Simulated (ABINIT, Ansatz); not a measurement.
# BaZrO3 (Pm-3m): zone-centre phonons

Aim: the zone-centre modes of BaZrO3 (Pm-3m).

Main program and level: ABINIT 10.8.3; DFT LDA, scalar-relativistic, plane waves, PseudoDojo norm-conserving pseudopotentials.

**Measured values to reproduce.**

“Excitation-Dependent Photoluminescence of BaZrO3:Eu3+ Crystals” (2022, pmc:9457899) reports for BaZrO3, cubic perovskite, by XRD Rietveld refinement (undoped submicron crystals from molten salt synthesis): lattice constant a (a, undoped) 4.1947 ± 0.0002 Å [submicron molten-salt powder; measurement temperature not stated].

“Broadband dielectric spectroscopy of Ba(Zr,Ti)O3: dynamics of relaxors and diffuse ferroelectrics” (2013, arxiv:1312.3131) quotes from earlier work for BaZrO3, cubic perovskite (ceramic, earlier study, 300 K): static dielectric constant (static permittivity) about 36 [polycrystalline ceramic; value quoted from the authors' earlier paper].

For BaZrO3, cubic perovskite (polycrystalline, earlier work), “Lattice dynamics and Raman spectrum of BaZrO3 single crystals” (2019, arxiv:1907.02008) quotes earlier work: infrared mode (TO1 at Gamma, T1u) 116 cm⁻¹ [Literature IR value quoted for comparison; temperature and sample not stated in passage]; infrared mode (TO2 at Gamma, T1u) 214 cm⁻¹ [Literature IR value quoted for comparison; temperature and sample not stated in passage]; infrared mode (TO3 at Gamma, T1u) 520 cm⁻¹ [Literature IR value quoted for comparison; temperature and sample not stated in passage].

This is a report of a sequence of runs, with most program output left out.

### Step 1. Set-up

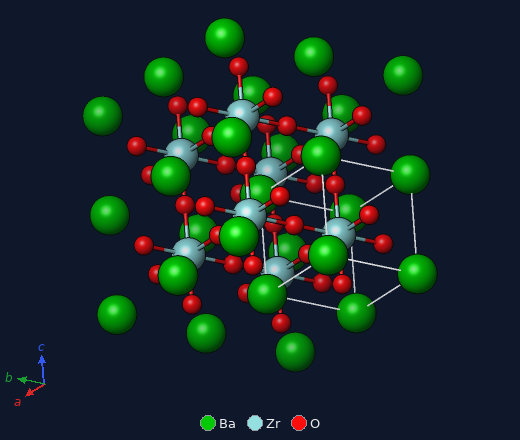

The starting structure, seen from a free direction (barium green, zirconium light teal, oxygen red). 2×2×2 cells are drawn. Some periodic images of atoms are drawn too.

### Step 2. Relaxation

The harmonic expansion needs vanishing forces, and a free crystal bears no stress, so cell and atoms are brought to rest. Stress is more sensitive to the basis than forces are: the last 3 Ha under the cutoff are smoothed with ecutsm, and the cutoff is raised above that of the later runs.

The starting cell comes from a relaxation made beforehand in Ansatz (LDA, PseudoDojo NC).

Contents of relax.abi:

```
# relaxation
ionmov 2
optcell 2
dilatmx 1.08
ntime 40
tolmxf 1.0d-05
tolvrs 1.0d-14
prtwf 0
prtden 0
chksymtnons 0

# basis, mesh and filling
ecut 44.0
ecutsm 3.0
ngkpt 6 6 6
nshiftk 1
shiftk 0.0 0.0 0.0
istwfk *1
occopt 1
nband 20
nstep 100
diemac 9.0
prtebands 0
prtgsr 0
useylm 1

# cell and atoms
acell 3*1.0 Angstrom
rprim 
    4.145706805 0.0 0.0
    0.0 4.145706805 0.0
    0.0 0.0 4.145706805
ntypat 3
znucl 56 40 8
natom 5
typat 1 2 3 3 3
xred 
    0.0 0.0 0.0
    0.5 0.5 0.5
    0.0 0.5 0.5
    0.5 0.0 0.5
    0.5 0.5 0.0
pp_dirpath "./pseudo"
pseudos "Ba.upf, Zr.upf, O.upf"
```

On the command line:

```sh
$ OMP_NUM_THREADS=1 mpirun -n 4 abinit relax.abi > relax.log
```

Run time: 2 min. Hardware: 4 MPI ranks of Intel Xeon Platinum 8488C (Sapphire Rapids), shared host; 8 min of CPU time.

Little changed from the start: no atom moved by 0.005 Å and no cell edge by 0.1 %.

Read from the output:

- volume per atom: 14.29 Å³
- pressure: 9.18e-4 GPa

The volume changes by +0.3 % from the cell with which this run began.

### Step 3. Ground state

First-order wavefunctions inherit every error of the ground state, hence the very tight tolvrs.

Contents of gs.abi:

```
# ground state
tolvrs 1.0d-16
prtden 1
prtwf 1

# basis, mesh and filling
ecut 36.0
ngkpt 6 6 6
nshiftk 1
shiftk 0.0 0.0 0.0
istwfk *1
occopt 1
nband 20
nstep 100
diemac 9.0
prtebands 0
prtgsr 0
useylm 1

# cell and atoms
acell 3*1.0 Angstrom
rprim 
    4.149690634 0.0 0.0
    0.0 4.149690634 0.0
    0.0 0.0 4.149690634
ntypat 3
znucl 56 40 8
natom 5
typat 1 2 3 3 3
xred 
    0.0 0.0 0.0
    0.5 0.5 0.5
    0.0 0.5 0.5
    0.5 0.0 0.5
    0.5 0.5 0.0
pp_dirpath "./pseudo"
pseudos "Ba.upf, Zr.upf, O.upf"
```

On the command line:

```sh
$ OMP_NUM_THREADS=1 mpirun -n 4 abinit gs.abi > gs.log
```

Wall time 29 s (4 MPI ranks).

This step gave:

- pressure: -0.7839 GPa

The cell stands at -0.78 GPa: the relaxation ran with a smoothed and higher cutoff, and the difference is a stress of the finite basis.

### Step 4. Empty bands

Empty bands on the ground state's density check that the gap assumed so far is there in this cell.

Contents of gap.abi:

```
# empty bands on the ground state's density
iscf -2
getden_filepath "gso_DEN"
tolwfr 1.0d-12
nbdbuf 2
prtwf 0

# basis, mesh and filling
ecut 36.0
ngkpt 6 6 6
nshiftk 1
shiftk 0.0 0.0 0.0
istwfk *1
occopt 1
nband 24
nstep 100
diemac 9.0
prtebands 0
prtgsr 0
useylm 1

# cell and atoms
acell 3*1.0 Angstrom
rprim 
    4.149690634 0.0 0.0
    0.0 4.149690634 0.0
    0.0 0.0 4.149690634
ntypat 3
znucl 56 40 8
natom 5
typat 1 2 3 3 3
xred 
    0.0 0.0 0.0
    0.5 0.5 0.5
    0.0 0.5 0.5
    0.5 0.0 0.5
    0.5 0.5 0.0
pp_dirpath "./pseudo"
pseudos "Ba.upf, Zr.upf, O.upf"
```

On the command line:

```sh
$ OMP_NUM_THREADS=1 mpirun -n 4 abinit gap.abi > gap.log
```

The job ended after 20 s (4 MPI ranks).

Read from the output:

| Item | Value |
| --- | --- |
| gap on the k-mesh | 3.173 eV |

In this cell the gap on the mesh is 3.2 eV, indirect (smallest direct 3.3 eV), so fixed occupations hold.

### Step 5. Zone-centre response

The derivative of the wavefunctions by k comes first, since the response to a field is built on it; then the field and the displacements that symmetry doesn't supply are solved at q = 0.

It reads the wavefunctions written in step 3.

Contents of dfpt_gamma.abi:

```
ndtset 2

# common to the responses
getwfk_filepath "gso_WFK"
kptopt 2
nqpt 1
qpt 0.0 0.0 0.0
asr 0
chneut 0

# d/dk
rfelfd1 2
rfdir1 1 1 1
iscf1 -3
tolwfr1 1.0d-20

# displacements, field
rfphon2 1
rfatpol2 1 5
rfdir2 1 1 1
rfelfd2 3
getddk2 1
tolvrs2 1.0d-10
prtwf2 0

# basis, mesh and filling
ecut 36.0
ngkpt 6 6 6
nshiftk 1
shiftk 0.0 0.0 0.0
istwfk *1
occopt 1
nband 20
nstep 100
diemac 9.0
prtebands 0
prtgsr 0
useylm 1

# cell and atoms
acell 3*1.0 Angstrom
rprim 
    4.149690634 0.0 0.0
    0.0 4.149690634 0.0
    0.0 0.0 4.149690634
ntypat 3
znucl 56 40 8
natom 5
typat 1 2 3 3 3
xred 
    0.0 0.0 0.0
    0.5 0.5 0.5
    0.0 0.5 0.5
    0.5 0.0 0.5
    0.5 0.5 0.0
pp_dirpath "./pseudo"
pseudos "Ba.upf, Zr.upf, O.upf"
```

On the command line:

```sh
$ OMP_NUM_THREADS=1 mpirun -n 4 abinit dfpt_gamma.abi > dfpt_gamma.log
```

The job ended after 10 min (4 MPI ranks; 42 min of CPU time).

Numbers from this step:

* miss of the charge sum rule: 0.01071 e
* largest acoustic frequency at the zone centre before the sum rule: 1.27 cm⁻¹
* highest optical zone-centre mode (no LO-TO term): 524.9 cm⁻¹
* lowest optical zone-centre mode: 97.36 cm⁻¹
* mean high-frequency dielectric constant: 4.902
* largest Born charge in size (third of the trace): 6.114 e

Born charge (rows field, columns displacement), before the sum rule (e), principal values of the symmetric part by kind of site:

| atom | atoms with these values | low | middle | high | mean |
| --- | --- | --- | --- | --- | --- |
| Ba1 | 1 | 2.74 | 2.74 | 2.74 | 2.74 |
| Zr2 | 1 | 6.11 | 6.11 | 6.11 | 6.11 |
| O3 | 3 | -4.81 | -2.03 | -2.03 | -2.95 |

In full for Ba1:

```
2.74 0.00 0.00
0.00 2.74 0.00
0.00 0.00 2.74
```

High-frequency dielectric tensor:

```
4.90 0.00 0.00
0.00 4.90 0.00
0.00 0.00 4.90
```

The acoustic modes at Γ come out as far as 1.3 cm⁻¹ from zero, where they should vanish, a small numerical error; the Born charges miss their sum rule by 0.011 e, which is good.

### Step 6. Zone-centre analysis

anaddb reads the merged derivatives, imposes the acoustic sum rule and charge neutrality, and adds the LO-TO term along chosen directions.

Contents of anaddb.abi:

```
ddb_filepath "gamma_DDB"
output_file "anaddb.abo"
outdata_prefix "anaddb"
asr 1
chneut 1
enunit 2
eivec 1
nph1l 1
qph1l 0.0 0.0 0.0 1.0
dieflag 1
nph2l 3
qph2l 
    1.0 0.0 0.0 0.0
    0.0 0.0 1.0 0.0
    1.0 1.0 1.0 0.0
```

Contents of mrgddb.in:

```
gamma_DDB
merged
2
dfpt_gammao_DS2_DDB
gso_DDB
```

On the command line:

```sh
$ mrgddb < mrgddb.in > mrgddb.log
$ OMP_NUM_THREADS=1 anaddb anaddb.abi > anaddb.log
```

It took 1 s on 1 thread.

Numbers from this step:

```yaml
lowest_optical_zone_centre_mode: 97.33 cm⁻¹
mean_static_dielectric_constant: 64.45
highest_mode_moved_by_the_lo_to_term: 714.0 cm⁻¹
```

No LO-TO term; unit eigenvectors of the mass-weighted matrix, from anaddb's displacements. Modes at Γ, with each element's share of the kinetic energy:

| mode | frequency (cm⁻¹) | symmetry | Ba % | Zr % | O % |
| --- | --- | --- | --- | --- | --- |
| 1 | 0.0 | acoustic | 50 | 33 | 17 |
| 2 | 0.0 | acoustic | 50 | 33 | 17 |
| 3 | 0.0 | acoustic | 50 | 33 | 17 |
| 4 | 97.3 | T1u | 42 | 9 | 49 |
| 5 | 97.3 | T1u | 42 | 9 | 49 |
| 6 | 97.3 | T1u | 42 | 9 | 49 |
| 7 | 173.0 | T2u | 0 | 0 | 100 |
| 8 | 173.0 | T2u | 0 | 0 | 100 |
| 9 | 173.0 | T2u | 0 | 0 | 100 |
| 10 | 194.1 | T1u | 8 | 56 | 36 |
| 11 | 194.1 | T1u | 8 | 56 | 36 |
| 12 | 194.1 | T1u | 8 | 56 | 36 |
| 13 | 524.9 | T1u | 0 | 2 | 97 |
| 14 | 524.9 | T1u | 0 | 2 | 97 |
| 15 | 524.9 | T1u | 0 | 2 | 97 |

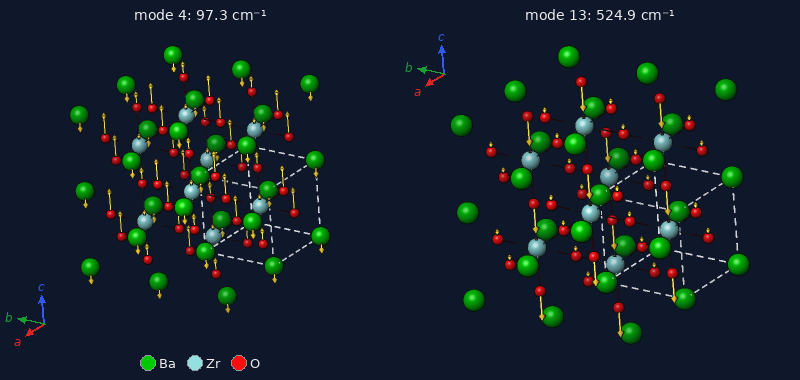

Displacement patterns of modes 4 and 13 at Γ; arrows are exaggerated. 2×2×2 cells are drawn. Some periodic images of atoms are drawn too.

Trace of the oscillator strength, degenerate modes summed. Infrared lines, with heights relative to the strongest:

| position (cm⁻¹) | lines merged | IR intensity, relative |
| --- | --- | --- |
| 97 | 3 | 58 |
| 173 | 3 | 0.0 |
| 194 | 3 | 94 |
| 525 | 3 | 100 |

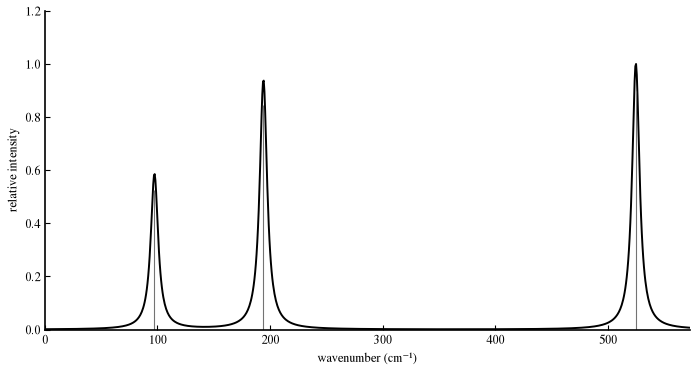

The infrared spectrum, broadened with Lorentzians of width 8 cm⁻¹; bars mark the lines.

Static dielectric tensor (ions relaxed, fixed cell):

```
64.45  0.00  0.00
 0.00 64.45  0.00
 0.00  0.00 64.45
```

The rule moves no optical mode by more than 0.1 cm⁻¹.

### Step 7. The same in Ansatz

The same cell goes through another code at the same cutoff. The files are of one family, but Ansatz's library holds files of its own making for some heavy elements, so those for Ba may differ.

This step: DFT LDA, scalar-relativistic, plane waves, norm-conserving pseudopotentials of its library (PseudoDojo's, some remade) (Ansatz 0.2.0).

Contents of input.yaml:

```yaml
crystal:
  lattice:
    - [4.1496906345, 0.0, 0.0]
    - [0.0, 4.1496906345, 0.0]
    - [0.0, 0.0, 4.1496906345]
  atoms:
    - { symbol: Ba, position: [0.0, 0.0, 0.0] }
    - { symbol: Zr, position: [0.5, 0.5, 0.5] }
    - { symbol: O, position: [0.0, 0.5, 0.5] }
    - { symbol: O, position: [0.5, 0.0, 0.5] }
    - { symbol: O, position: [0.5, 0.5, 0.0] }
kpoints:
  mp_grid: { grid: [6, 6, 6] }
hamiltonian:
  xc: lda
  pseudopotentials: { kind: nc, accuracy: standard }
scf:
  occupations: { method: fixed }
output:
  eigenvalues: true
basis:
  ecutwfc: 979.61
phonons:
  method: dfpt
  dielectric: true
  rigid_motions: translations
```

On the command line:

```sh
$ ansatz run input.yaml --threads 4 --pin off --max-ram 16384MiB --backend cpu --events-out ev --progress --plain --runs-dir out
```

The job ended after 58 s (4 threads; peak memory 2.2 GiB; 3.7 min of CPU time).

Numbers from this step:

* gap on the k-mesh: 3.201 eV
* sum-rule residual before enforcement: 5.43e-4 eV/Å²
* miss of the charge sum rule: 0.008705 e
* estimated error of the dielectric tensor: 0.01580
* estimated error of the Born charges: 0.03228 e
* lowest optical zone-centre mode: 88.84 cm⁻¹
* mean high-frequency dielectric constant: 4.894
* largest Born charge in size (third of the trace): 6.100 e
* mean static dielectric constant: 74.41
* highest mode moved by the LO-TO term: 713.2 cm⁻¹

Transverse modes. Lines of the infrared spectrum (strongest = 100):

| position (cm⁻¹) | label | IR intensity ((D/Å)²/amu), degenerate modes summed, relative |
| --- | --- | --- |
| 89 | T1u | 61 |
| 168 | T2u | 0.0 |
| 193 | T1u | 91 |
| 525 | T1u | 100 |

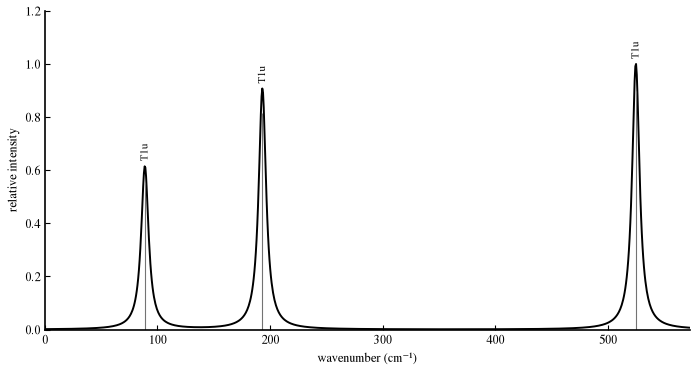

The infrared spectrum, broadened with Lorentzians of width 8 cm⁻¹; bars mark the lines.

### Step 8. The two compared: ABINIT PseudoDojo and Ansatz, library NC

Numbers from this step:

- root-mean-square difference: 5.03 cm⁻¹
- largest difference: 8.5 cm⁻¹

Optical modes, paired by symmetry label. Frequencies side by side, by row:

| q (reciprocal lattice) | mode | ABINIT PseudoDojo (cm⁻¹) | Ansatz, library NC (cm⁻¹) |
| --- | --- | --- | --- |
| 0 0 0 | 4 | 97.3 | 88.8 |
| 0 0 0 | 5 | 97.3 | 88.8 |
| 0 0 0 | 6 | 97.3 | 88.8 |
| 0 0 0 | 7 | 173 | 167.7 |
| 0 0 0 | 8 | 173 | 167.7 |
| 0 0 0 | 9 | 173 | 167.7 |
| 0 0 0 | 10 | 194.1 | 193.2 |
| 0 0 0 | 11 | 194.1 | 193.2 |
| 0 0 0 | 12 | 194.1 | 193.2 |
| 0 0 0 | 13 | 524.9 | 524.9 |
| 0 0 0 | 14 | 524.9 | 524.9 |
| 0 0 0 | 15 | 524.9 | 524.9 |

The two runs side by side. Further quantities:

| quantity | ABINIT PseudoDojo | Ansatz, library NC |
| --- | --- | --- |
| mean ε∞ | 4.902 | 4.894 |
| largest Born charge in size (e; the first before, the second after the charge sum rule) | 6.114 | 6.1 |
| summed IR intensity ((D/Å)²/amu) | 167.5 | 166.6 |

At the zone centre the largest difference (acoustic modes at Γ apart) is 2 % of the highest mode, but 9 % of the mode at 97 cm⁻¹ on which it sits.

### Step 9. Results

| Item | Value |
| --- | --- |
| space group after relaxation | Pm-3m |
| volume per atom | 14.3 Å³ |
| highest optical zone-centre mode (no LO-TO term) | 524.9 cm⁻¹ |
| lowest optical zone-centre mode | 97.3 cm⁻¹ |
| highest mode moved by the LO-TO term | 714.0 cm⁻¹ |
| mean high-frequency dielectric constant | 4.90 |
| largest Born charge in size (third of the trace) | 6.11 e |
| mean static dielectric constant | 64.4 |
| imaginary optical modes at the zone centre (no q mesh in this session) | none |
| largest difference from Ansatz, library NC | 8.5 cm⁻¹ |

In words: At the LDA level the optical modes of BaZrO3 (Pm-3m) at the zone centre (no LO-TO term) run from 97 to 525 cm⁻¹. The base run prints -0.78 GPa, mostly the error of a finite basis; the relaxation, with a smoothed and higher cutoff, had brought the cell to rest. Along the directions run, the highest mode that the macroscopic field moves lies at 714 cm⁻¹. Lattice motion raises the mean dielectric constant from 4.902 to 64.45. ABINIT PseudoDojo and Ansatz, library NC differ by 5.0 cm⁻¹ in the root mean square and by 8.5 cm⁻¹ at most, 1.6 % of the highest mode compared (acoustic modes at Γ left out); the two use different potentials, and the cell was not relaxed for the second set. These are harmonic frequencies at zero temperature: anharmonic shifts and linewidths and thermal expansion are left out. Spin-orbit coupling is left out, which can matter for the heavy elements here. The published file for Ba has no f projectors, which tends to make oxide cells too large. Ansatz warns that the cutoff lies 14 % under the one recommended for these files; agreement at one cutoff is not convergence. The total energies of the two programs lie far apart, so at least one potential file in Ansatz's library differs from the published one read by the first program.

Computed beside measured:

```
                                       quantity  measured  LDA PseudoDojo norm-conserving, ABINIT  LDA norm-conserving PseudoDojo
                         lattice constant a (Å)    4.1947                          4.150 (-1.1 %)                               -
static dielectric constant (mean of the tensor)        36                         64.45 (+79.0 %)                74.41 (+106.7 %)
        infrared mode, TO1 at Gamma, T1u (cm⁻¹)       116                            97 (-16.1 %)                    89 (-23.4 %)
        infrared mode, TO2 at Gamma, T1u (cm⁻¹)       214                            194 (-9.3 %)                    193 (-9.7 %)
        infrared mode, TO3 at Gamma, T1u (cm⁻¹)       520                            525 (+0.9 %)                    525 (+0.9 %)
```

Measured values from pmc:9457899 (2022), arxiv:1312.3131 (2013) and arxiv:1907.02008 (2019).

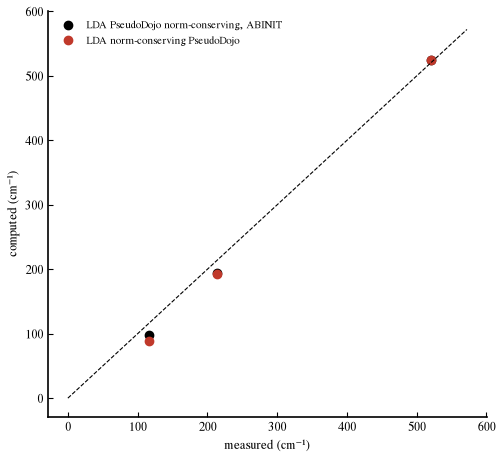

Computed against measured frequencies; the dashed line marks agreement.

How well it matches: Measured modes were matched to the nearest mode of that symmetry; at LDA PseudoDojo norm-conserving, ABINIT, 3 of them have a partner, and the computed frequencies miss them by 8.8 % on average (mean signed -8.2 %), which is a clear miss. The lattice constant a is off by -1.1 %: fair agreement. The static dielectric constant is off by +79.0 % at LDA PseudoDojo norm-conserving, ABINIT. The grades are ours: good and fair within 0.7 and 1.5 % for the lattice constant a, 10 and 25 % for the static dielectric constant and 3 and 7 % for the infrared mode. Zero-point motion and thermal expansion (measured at up to 300 K) are not in the computed lattice constants, static dielectric constant and infrared mode.

[Host names and launcher messages were left out of these logs when they were recorded.]

[Logs are printed without paths, hosts, clocks, repeated set-up lines and the standing remarks that a program may print on its own settings, such as how far it seeks lower states.]

[Hosts, paths, dates, database ids (printed as entryN), source tags and the programs' standing remarks are cut or masked in the printed files.]
